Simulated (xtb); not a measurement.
# C2H4AlCl: calculation of the molecule and its ions

System: C2H4AlCl.
Method: GFN1-xTB (xtb 6.7.1).

The geometry was optimised with GFN2-xTB.

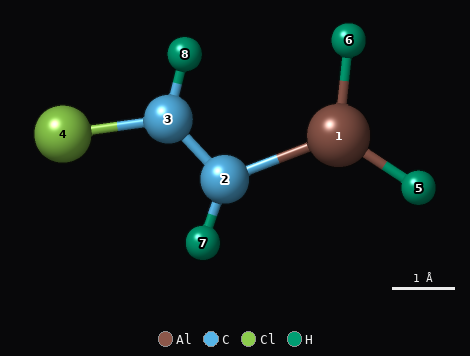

**Figure 1.** The structure as given in the input (ball-and-stick view, seen on its broad side; atoms are numbered from 1 in the order of the input). Sticks mark near contacts. Bond lengths as drawn: Al–C 1.98 Å, Al–H 1.55 Å, C–C 1.33 Å, C–Cl 1.73 Å and C–H 1.09 Å.

Input file (mol.json)
```
{
 "schema_name": "qcschema_molecule",
 "schema_version": 2,
 "symbols": [
  "Al",
  "C",
  "C",
  "Cl",
  "H",
  "H",
  "H",
  "H"
 ],
 "geometry": [
  -0.25966538,
  2.85594876,
  -0.43604863,
  0.78844287,
  -0.69423247,
  -1.00845424,
  -0.06278804,
  -2.23934247,
  0.7888057,
  0.47530958,
  -5.46238753,
  0.91184766,
  0.39923488,
  5.13230907,
  -2.14335761,
  -1.88477693,
  3.39848724,
  1.93628331,
  1.91401855,
  -1.51724977,
  -2.52216455,
  -1.19591885,
  -1.5814362,
  2.36745078
 ],
 "molecular_charge": 0,
 "molecular_multiplicity": 1
}
```

File detailed.inp
```
$scc
   broydamp=1.0
$end
```

Machine: 1 thread of Intel Xeon (Granite Rapids), 128 GiB of memory available, shared host.

Launched with:
```bash
xtb mol.json --vea --etemp 7000 -I detailed.inp | tee mol.out
```

The program's output
```
* xtb version 6.7.1
   ID    Z sym.   atoms
    1   13 Al     1
    2    6 C      2, 3
    3   17 Cl     4
    4    1 H      5-8

           -------------------------------------------------
          |                Calculation Setup                |
           -------------------------------------------------

          program call               : xtb mol.json --vea --etemp 7000 -I detailed.inp
          coordinate file            : mol.json
          omp threads                :                     1

           -------------------------------------------------
          |                 G F N 1 - x T B                 |
           -------------------------------------------------

      * Hamiltonian:
        H0-scaling (s, p, d)           1.850000    2.250000    2.000000
        zeta-weighting                 0.000000
      * Dispersion:
        s8                             2.400000
        a1                             0.630000
        a2                             5.000000
        s9                             0.000000
      * Repulsion:
        kExp                           1.500000
        rExp                           1.000000
      * Coulomb:
        alpha                          2.000000
        third order                    atomic
        anisotropic                    false
      * Halogen bond correction:
        rad-scale                      1.300000
        damping                        0.440000

          ...................................................
          :                      SETUP                      :
          :.................................................:
          :  # basis functions                  36          :
          :  # atomic orbitals                  34          :
          :  # shells                           18          :
          :  # electrons                        22          :
          :  # halogen bonds                     0          :
          :  max. iterations                   250          :
          :  Hamiltonian                  GFN1-xTB          :
          :  restarted?                      false          :
          :  GBSA solvation                  false          :
          :  PC potential                    false          :
          :  electronic temp.         7000.0000000     K    :
          :  accuracy                    1.0000000          :
          :  -> integral cutoff          0.2500000E+02      :
          :  -> integral neglect         0.1000000E-07      :
          :  -> SCF convergence          0.1000000E-05 Eh   :
          :  -> wf. convergence          0.2000000E-04 e    :
          :  Broyden damping             1.0000000          :
          :  net charge                          0          :
          :  unpaired electrons                  0          :
          ...................................................

 iter      E             dE          RMSdq      gap      omega  full diag
   1    -11.9113120 -0.119113E+02  0.721E+00    4.81       0.0  T
   2    -11.7286568  0.182655E+00  0.537E+00    1.98       1.0  T
   3    -11.7307050 -0.204823E-02  0.479E+00    4.06       1.0  T
   4    -11.9617832 -0.231078E+00  0.113E+00    4.67       1.0  T
   5    -11.9639039 -0.212077E-02  0.604E-01    4.66       1.0  T
   6    -11.9657994 -0.189550E-02  0.350E-01    4.61       1.0  T
   7    -11.9665511 -0.751621E-03  0.483E-02    4.59       1.0  T
   8    -11.9665726 -0.215633E-04  0.261E-02    4.59       1.4  T
   9    -11.9665740 -0.133197E-05  0.137E-02    4.58       2.6  T
  10    -11.9665750 -0.104666E-05  0.124E-03    4.58      28.4  T
  11    -11.9665750 -0.742125E-08  0.147E-04    4.58     239.9  T
  12    -11.9665750 -0.103999E-09  0.399E-05    4.58     885.1  T

   *** convergence criteria satisfied after 12 iterations ***

         #    Occupation            Energy/Eh            Energy/eV
      -------------------------------------------------------------
         1        2.0000           -0.9103441             -24.7717
       ...           ...                  ...                  ...
         5        1.9997           -0.5304604             -14.4346
         6        1.9994           -0.5198288             -14.1453
         7        1.9988           -0.5024515             -13.6724
         8        1.9909           -0.4577066             -12.4548
         9        1.9886           -0.4528503             -12.3227
        10        1.9744           -0.4346769             -11.8282
        11        1.9713           -0.4320901             -11.7578 (HOMO)
        12        0.0666           -0.2636854              -7.1752 (LUMO)
        13        0.0088           -0.2182714              -5.9395
        14        0.0011           -0.1721411              -4.6842
        15        0.0002           -0.1329856              -3.6187
        16        0.0002           -0.1318772              -3.5886
       ...           ...                  ...                  ...
        34                          1.0710250              29.1441
      -------------------------------------------------------------
                  HL-Gap            0.1684046 Eh            4.5825 eV
             Fermi-level           -0.3383434 Eh           -9.2068 eV

 SCC (total)                   0 d,  0 h,  0 min,  0.006 sec
 SCC setup                      ...        0 min,  0.000 sec (  1.113%)
 Dispersion                     ...        0 min,  0.000 sec (  0.482%)
 classical contributions        ...        0 min,  0.000 sec (  0.214%)
 integral evaluation            ...        0 min,  0.001 sec ( 24.867%)
 iterations                     ...        0 min,  0.002 sec ( 30.826%)
 molecular gradient             ...        0 min,  0.002 sec ( 40.789%)
 printout                       ...        0 min,  0.000 sec (  1.597%)

         :::::::::::::::::::::::::::::::::::::::::::::::::::::
         ::                     SUMMARY                     ::
         :::::::::::::::::::::::::::::::::::::::::::::::::::::
         :: total energy             -11.863891656259 Eh    ::
         :: gradient norm              0.014144764645 Eh/a0 ::
         :: HOMO-LUMO gap              4.582523501118 eV    ::
         ::.................................................::
         :: SCC energy               -11.966575006594 Eh    ::
         :: -> electrostatic           0.007413260896 Eh    ::
         :: repulsion energy           0.105201730399 Eh    ::
         :: dispersion energy         -0.002518380065 Eh    ::
         :: halogen bond corr.         0.000000000000 Eh    ::
         :: add. restraining           0.000000000000 Eh    ::
         :: total charge               0.000000000000 e     ::
         :::::::::::::::::::::::::::::::::::::::::::::::::::::

           -------------------------------------------------
          |        vertical delta SCC EA calculation        |
           -------------------------------------------------

 iter      E             dE          RMSdq      gap      omega  full diag
   1    -12.1132199 -0.121132E+02  0.160E+00    1.24       0.0  T
   2    -12.0248218  0.883981E-01  0.324E+00    0.43       1.0  T
   3    -12.1358011 -0.110979E+00  0.553E-01    0.65       1.0  T
   4    -12.1326889  0.311220E-02  0.608E-01    0.45       1.0  T
   5    -12.1369858 -0.429694E-02  0.176E-01    0.64       1.0  T
   6    -12.1371811 -0.195333E-03  0.311E-02    0.69       1.1  T
   7    -12.1371945 -0.133804E-04  0.422E-03    0.68       8.4  T
   8    -12.1371946 -0.918119E-07  0.803E-04    0.67      44.0  T
   9    -12.1371946 -0.611275E-08  0.182E-04    0.67     193.8  T
  10    -12.1371946 -0.316145E-09  0.262E-05    0.67    1349.3  T
     SCC iter.                  ...        0 min,  0.001 sec
     gradient                   ...        0 min,  0.003 sec
------------------------------------------------------------------------
empirical EA shift (eV):    4.8455
delta SCC EA (eV):   -0.2027
------------------------------------------------------------------------
           -------------------------------------------------
          |                Property Printout                |
           -------------------------------------------------

    * Orbital Energies and Occupations

         #    Occupation            Energy/Eh            Energy/eV
      -------------------------------------------------------------
         1        2.0000           -0.7079637             -19.2647
         2        2.0000           -0.4352557             -11.8439
         3        2.0000           -0.3900198             -10.6130
         4        2.0000           -0.3599450              -9.7946
         5        1.9999           -0.3380403              -9.1985
         6        1.9998           -0.3182298              -8.6595
         7        1.9998           -0.3178903              -8.6502
         8        1.9984           -0.2741696              -7.4605
         9        1.9977           -0.2655848              -7.2269
        10        1.9889           -0.2307394              -6.2787
        11        1.9857           -0.2251589              -6.1269
        12        0.6230           -0.0461377              -1.2555 (HOMO)
        13        0.3376           -0.0213483              -0.5809 (LUMO)
        14        0.0455            0.0308216               0.8387
        15        0.0097            0.0659370               1.7942
        16        0.0090            0.0674859               1.8364
        17        0.0023            0.0982858               2.6745
        18        0.0012            0.1127511               3.0681
        19        0.0007            0.1255034               3.4151
        20        0.0004            0.1386659               3.7733
        21        0.0002            0.1532204               4.1693
        22        0.0001            0.1619298               4.4063
        23        0.0001            0.1624505               4.4205
       ...           ...                  ...                  ...
        34                          1.2644286              34.4069
      -------------------------------------------------------------
                  HL-Gap            0.0247895 Eh            0.6746 eV
             Fermi-level           -0.0839668 Eh           -2.2849 eV

  Mulliken/CM5 charges         n(s)   n(p)   n(d)
     1Al    0.07450 -0.12666   1.381  1.190  0.354
     2C    -0.28885 -0.31260   1.068  3.221  0.000
     3C     0.03499 -0.01395   1.020  2.945  0.000
     4Cl   -0.38807 -0.39258   1.939  5.389  0.061
     5H    -0.20989 -0.12854   1.210  0.000  0.000
     6H    -0.19870 -0.11757   1.199  0.000  0.000
     7H    -0.00359  0.05309   1.004  0.000  0.000
     8H    -0.02039  0.03881   1.020  0.000  0.000

Wiberg/Mayer (AO) data.
largest (>0.10) Wiberg bond orders for each atom

 ---------------------------------------------------------------------------
     #   Z sym  total        # sym  WBO       # sym  WBO       # sym  WBO
 ---------------------------------------------------------------------------
     1  13 Al   2.872 --     2 C    0.979     6 H    0.825     5 H    0.817
                             3 C    0.132
     2   6 C    3.605 --     3 C    1.537     1 Al   0.979     7 H    0.939
     3   6 C    3.460 --     2 C    1.537     8 H    0.941     4 Cl   0.840
                             1 Al   0.132
     4  17 Cl   0.952 --     3 C    0.840
     5   1 H    0.910 --     1 Al   0.817
     6   1 H    0.922 --     1 Al   0.825
     7   1 H    1.004 --     2 C    0.939
     8   1 H    1.013 --     3 C    0.941
 ---------------------------------------------------------------------------

Topologies differ in total number of bonds
Writing topology from bond orders to xtbtopo.mol

 dipole moment from electron density (au)
     X       Y       Z
  -0.1855   0.9489  -0.0095  total (Debye):    2.458

           -------------------------------------------------
          | TOTAL ENERGY              -12.034511270394 Eh   |
          | GRADIENT NORM               0.099730785339 Eh/α |
          | HOMO-LUMO GAP               0.674555371567 eV   |
           -------------------------------------------------

------------------------------------------------------------------------
------------------------------------------------------------------------
 total:
 *  cpu-time:     0 d,  0 h,  0 min,  0.019 sec
 * ratio c/w:     1.000 speedup
 SCF:
 *  cpu-time:     0 d,  0 h,  0 min,  0.012 sec
 * ratio c/w:     1.000 speedup
```

Key numbers

```tsv
quantity	value
outcome	converged
electrons treated	22
total energy	−11.863892 hartree
dispersion energy	−0.002518 hartree
basis functions	36
peak memory	0.071 GiB
```

Settings chosen away from the usual ones: method = gfn2-xtb; task = vea; x = {"broyden_damping": 1.0, "etemp": 7000}; geo = {"prev": 1}; partner = base. These settings are looser than, or depart from, a standard set-up, so the numbers are not reference values for this system.
